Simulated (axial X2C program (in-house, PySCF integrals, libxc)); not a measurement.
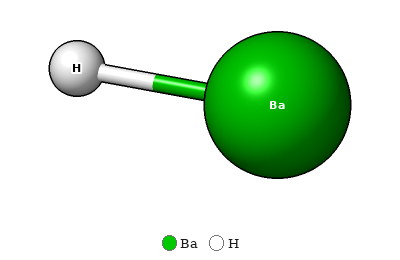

The molecule at the reference distance of 2.318 Å.

Run report: BaH⁻, relativistic diatomic calculation

- system: BaH⁻, single determinant with Ω = 0.
- method: r2SCAN0, two-component X2C with atomic mean-field Coulomb and Gaunt terms, Ba dyall-av3z, H dyall-av3z (cores contracted) (axial X2C program (in-house, PySCF integrals, libxc))

**Summary**

```
                 quantity                                                                 value
                  outcome                             converged; a filled level lies above zero
           bond length rₑ                                                               2.319 Å
                       ωₑ                                                             1021 cm⁻¹
    energy at the minimum                                                   −8132.03852 hartree
depth below the fragments                                                               2.33 eV
                 hardware  1 thread of Arm Neoverse N1, 16 GiB of memory available, shared host
                wall time                                                                  23 s
              peak memory                                                              0.33 GiB
```

**Remarks**

The highest filled level (r2SCAN0, up to 0.30 eV) lies above zero. That is common for anions, where the functional's self-interaction leaves the outer electrons unbound; only the finite basis holds them, so such levels depend on it.

**Input**
```
{"zs": [56, 1], "q": -1, "bas": ["dyall-av3z", "dyall-av3z"], "levels": ["PBE0", "HF", "r2SCAN0", "TPSSh"], "cc": false, "r0": 2.28, "npts": 10, "nst": 2, "ntry": 6}
```

The line is the task of a batch: nuclear charges, charge, bases, the levels to run, a first guess of the distance and further settings. This report covers r2SCAN0 with spin-orbit coupling. The log is that of the reference distance 2.318 Å.

The run was one of a batch that the task file lists, launched with:
```bash
python <driver script> task.json out
```

**The program's output**
```
two-component X2C + atomic mean field  r2SCAN0
basis functions 164  fitting functions 790  grid points 5064
iter        total energy     max residual
   1      -8132.036214242     1.49e-01
   2      -8132.038427656     2.78e-03
   3      -8132.038493228     8.81e-03
   4      -8132.038523220     2.52e-04
   5      -8132.038523371     7.14e-05
   6      -8132.038523428     4.22e-05
   7      -8132.038523433     1.49e-05
converged
one-electron -11126.87668543  Coulomb 3187.70767006  exact exchange -49.31410053  xc functional -151.07816009  nuclear repulsion 12.78426394  atomic mean-field constant -5.26151138
```

**The points of the curve**

| R (Å) | E (hartree) | dipole (D; origin at the first atom, positive when the second is positive) | highest filled (eV) | lowest empty (eV) |
| --- | --- | --- | --- | --- |
| 2.017 | −8132.029720 | 2.43 | 0.30 | 1.40 |
| 2.109 | −8132.034692 | 2.20 | 0.28 | 1.42 |
| 2.179 | −8132.036934 | 1.99 | 0.27 | 1.42 |
| 2.248 | −8132.038150 | 1.73 | 0.26 | 1.43 |
| 2.318 | −8132.038523 | 1.45 | 0.24 | 1.45 |
| 2.399 | −8132.038104 | 1.08 | 0.22 | 1.45 |
| 2.480 | −8132.036958 | 0.68 | 0.20 | 1.46 |
| 2.585 | −8132.034692 | 0.13 | 0.17 | 1.48 |
| 2.712 | −8132.031089 | −0.59 | 0.13 | 1.49 |
| 2.897 | −8132.024938 | −1.72 | 0.06 | 1.51 |

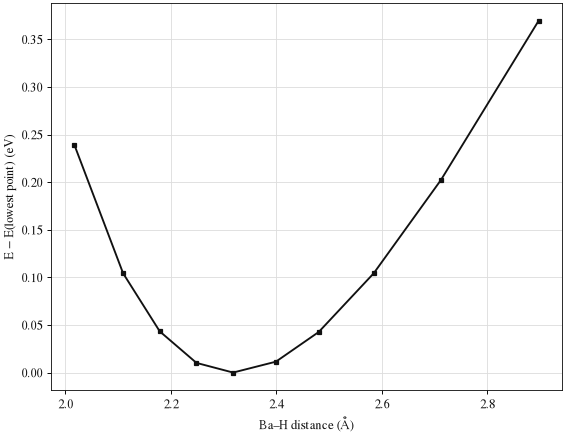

Energy at 10 bond lengths, for one set of occupations held fixed; the line joins the points. A polynomial of degree 6 through 9 points gives rₑ = 2.319 Å, ωₑ = 1021 cm⁻¹, ωₑxₑ = 17 cm⁻¹ and Bₑ = 3.134 cm⁻¹. The minimum lies 2.33 eV below Ba + H⁻, each computed as one determinant at the same level.

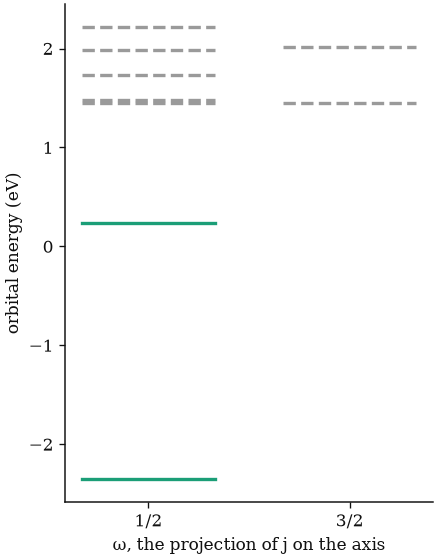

Orbital energies near the frontier at 2.32 Å, filled (solid) and empty (dashed); the Kramers partners at −ω are degenerate and not drawn. The highest filled spinor (1/2; 64 % Ba s, 18 % Ba p) lies at 0.24 eV, the lowest empty one (1/2; 100 % Ba p) at 1.45 eV. A filled level above zero is held only by the finite basis .
